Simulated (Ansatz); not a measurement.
# C2H5NSi (SMILES C[SiH2]C#N): wB97X/cc-pVDZ

Aim: the electronic atomisation energy of C2H5NSi at wB97X/cc-pVDZ, from 5 runs. 

The calculation is run with Ansatz 0.2.0.

59 further runs of the same task are left out: 1 that didn't finish, 58 set aside as unsound or not needed.

**1. The molecule**

C2H5NSi: 9 atoms, total charge 0, spin state singlet. SMILES: `C[SiH2]C#N`. The coordinates come from a PBE0-D4/def2-TZVP relaxation.

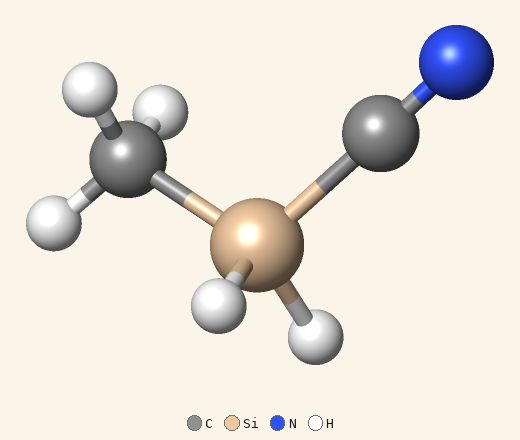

Viewed from a chosen angle; carbon grey, silicon light orange, nitrogen blue, hydrogen white.

**2. The energy at wB97X/cc-pVDZ**

Contents of job.yaml:

```yaml
crystal:
  periodic: [false, false, false]
  atoms:
    - {symbol: C, position_ang: [-0.672000, 0.931100, -0.497500]}
    - {symbol: Si, position_ang: [-0.146800, -0.554600, 0.488300]}
    - {symbol: C, position_ang: [1.638300, -0.910100, 0.129800]}
    - {symbol: N, position_ang: [2.747300, -1.112400, -0.107600]}
    - {symbol: H, position_ang: [-0.554100, 0.746100, -1.566800]}
    - {symbol: H, position_ang: [-0.072800, 1.803400, -0.229800]}
    - {symbol: H, position_ang: [-1.721900, 1.160400, -0.300900]}
    - {symbol: H, position_ang: [-0.893300, -1.779400, 0.117000]}
    - {symbol: H, position_ang: [-0.236400, -0.330800, 1.950300]}
basis:
  gaussian: {orbitals: cc-pVDZ}
hamiltonian: {xc: {name: wB97X}}
accuracy: high
output: {orbitals: {seedname: orbitals}}
```

Started as:

```console
ansatz run job.yaml --threads 1 --pin off --max-ram 3480MiB --events-out events.jsonl --progress --plain --runs-dir runs
```

The program printed:

```text
Warning: RAYON_NUM_THREADS=1 ignored (pool sized by the plan → 1); use --threads N
Functional definition: wB97X
  name "wB97X"
  parameter omega = 0.3/bohr
  parameter cx = 0.157706
  parameter cx1 = 0.726479
  parameter cx2 = 1.04760
  parameter cx3 = -5.70635
  parameter cx4 = 13.2794
  parameter css1 = -4.33879
  parameter css2 = 18.2308
  parameter css3 = -31.7430
  parameter css4 = 17.2901
  parameter cos1 = 2.37031
  parameter cos2 = -11.3995
  parameter cos3 = 6.58405
  parameter cos4 = -3.78132
  exchange = spin_sum(e_x_unif_sr(omega)*poly(b97_u_x, 1 - cx, cx1, cx2, cx3, cx4)) + cx*exact_x_sr(omega)
      + exact_x_lr(omega)
  correlation = spin_sum(e_c_pw_same_spin*poly(b97_u_same, 1, css1, css2, css3, css4))
      + integral(e_c_pw_opposite_spin*poly(b97_u_opposite, 1, cos1, cos2, cos3, cos4))
1991 factors; integrals over basis functions are off by at most 3.9e-9 eV
378 factors; integrals over basis functions are off by at most 2.3e-9 eV
mean field evaluation 1: about -11518.0231 eV, gradient 4.0e1 eV
mean field evaluation 2: about -11517.6594 eV, gradient 4.4e1 eV
mean field evaluation 4: about -11521.7243 eV, gradient 1.8e0 eV
mean field evaluation 8: about -11521.8660 eV, gradient 7.5e-2 eV
mean field evaluation 16: about -11521.8660 eV, gradient 2.5e-5 eV
mean field -11521.86597922 eV, -423.4207649352 hartree, gradient 3.2e-8 eV, S^2 0.000000; 0 other end points of the search recorded, 0 dependent functions left out
reference -11521.86597641 eV, -423.4207648319 hartree; 19, 19 occupied and 66, 66 virtual orbitals, 1991 factors
Total energy: -11521.86597641 eV, -423.4207648319 hartree
```

It took 8.4 s on 1 thread of AMD EPYC 9R45 (Zen 5), shared host; peak memory 0.49 GiB.

**3. The C atom**

Contents of run.yaml:

```yaml
basis:
  gaussian:
    orbitals: cc-pVDZ
crystal:
  periodic: [false, false, false]
  atoms:
    - {symbol: C, position_ang: [0.000000, 0.000000, 0.000000]}
accuracy: high
hamiltonian:
  xc: {name: wB97X}
magnetization:
  spin_polarized: true
  initial_magnetization: 2
```

Run the same way, it converges to -37.83957 Eh (log not shown).

**4. The H atom at the same level**

Contents of run.yaml:

```yaml
crystal:
  periodic: [false, false, false]
  atoms:
    - {symbol: H, position_ang: [0.000000, 0.000000, 0.000000]}
basis:
  gaussian:
    orbitals: cc-pVDZ
magnetization:
  spin_polarized: true
  initial_magnetization: 1
hamiltonian:
  xc: {name: wB97X}
accuracy: high
```

Started as:

```console
ansatz run run.yaml --threads 1 --pin off --max-ram 3480MiB --events-out events.jsonl --progress --plain --runs-dir runs
```

The program printed:

```text
Warning: RAYON_NUM_THREADS=1 ignored (pool sized by the plan → 1); use --threads N
[... 17 set-up lines as earlier in the session ...]
      + exact_x_lr(omega)
[... 1 set-up line as earlier in the session ...]
      + integral(e_c_pw_opposite_spin*poly(b97_u_opposite, 1, cos1, cos2, cos3, cos4))
15 factors; integrals over basis functions are off by at most 4.6e-8 eV
15 factors; integrals over basis functions are off by at most 9.8e-10 eV
mean field evaluation 1: about -13.6047 eV, gradient 1.1e0 eV
mean field evaluation 2: about -13.6195 eV, gradient 2.8e-1 eV
mean field evaluation 4: about -13.6221 eV, gradient 3.7e-5 eV
mean field evaluation 8: about -13.6221 eV, gradient 1.0e-10 eV
mean field -13.62208925 eV, -0.5006025464 hartree, gradient 3.8e-9 eV, S^2 0.750000; 0 other end points of the search recorded, 0 dependent functions left out
reference -13.62208946 eV, -0.5006025542 hartree; 1, 0 occupied and 4, 5 virtual orbitals, 15 factors
Total energy: -13.62208946 eV, -0.5006025542 hartree
```

Run time: 0.2 s. Hardware: 1 thread of AMD EPYC 9R45 (Zen 5), shared host.

**5. The N atom at the same level**

Contents of input.yaml:

```yaml
crystal:
  periodic: [false, false, false]
  atoms:
    - {symbol: N, position_ang: [0.000000, 0.000000, 0.000000]}
basis:
  gaussian:
    orbitals: cc-pVDZ
magnetization:
  spin_polarized: true
  initial_magnetization: 3
hamiltonian:
  xc: {name: wB97X}
accuracy: high
```

Started as:

```console
ansatz run input.yaml --threads 1 --pin off --max-ram 3480MiB --events-out events.jsonl --progress --plain --runs-dir runs
```

The program printed:

```text
Warning: RAYON_NUM_THREADS=1 ignored (pool sized by the plan → 1); use --threads N
[... 17 set-up lines as earlier in the session ...]
      + exact_x_lr(omega)
[... 1 set-up line as earlier in the session ...]
      + integral(e_c_pw_opposite_spin*poly(b97_u_opposite, 1, cos1, cos2, cos3, cos4))
96 factors; integrals over basis functions are off by at most 2.2e-9 eV
55 factors; integrals over basis functions are off by at most 4.6e-10 eV
mean field evaluation 1: about -1485.1087 eV, gradient 2.6e0 eV
mean field evaluation 2: about -1485.1384 eV, gradient 5.5e-1 eV
mean field evaluation 4: about -1485.1398 eV, gradient 1.3e-1 eV
mean field evaluation 8: about -1485.1399 eV, gradient 1.0e-5 eV
mean field -1485.13993057 eV, -54.5778857845 hartree, gradient 5.8e-8 eV, S^2 3.753983; 0 other end points of the search recorded, 0 dependent functions left out
reference -1485.13993052 eV, -54.5778857825 hartree; 5, 2 occupied and 9, 12 virtual orbitals, 96 factors
Total energy: -1485.13993052 eV, -54.5778857825 hartree
```

Wall time 0.46 s (1 thread of AMD EPYC 9R45 (Zen 5), shared host); peak memory 0.15 GiB.

**6. The Si atom at the same level**

Contents of input.yaml:

```yaml
crystal:
  periodic: [false, false, false]
  atoms:
    - {symbol: Si, position_ang: [0.000000, 0.000000, 0.000000]}
basis:
  gaussian: {orbitals: cc-pVDZ}
magnetization: {spin_polarized: true, initial_magnetization: 2}
hamiltonian: {xc: {name: wB97X}}
accuracy: high
```

Run the same way, it converges to -289.35699 Eh (log not shown).

**7. Results**

At wB97X/cc-pVDZ:

```
                     quantity          value
       molecule: total energy  -423.42076 Eh
        molecule: HOMO energy      -11.80 eV
        molecule: LUMO energy        2.05 eV
      molecule: HOMO–LUMO gap       13.85 eV
         C atom: total energy   -37.83957 Eh
                 C atom: ⟨S²⟩          2.004
         H atom: total energy    -0.50060 Eh
                 H atom: ⟨S²⟩          0.750
         N atom: total energy   -54.57789 Eh
                 N atom: ⟨S²⟩          3.754
        Si atom: total energy  -289.35699 Eh
                Si atom: ⟨S²⟩          2.004
electronic atomisation energy      35.476 eV
```

What this shows: Taking the molecule apart into free atoms costs 35.48 eV (818 kcal/mol), before zero-point energy and without spin-orbit coupling.
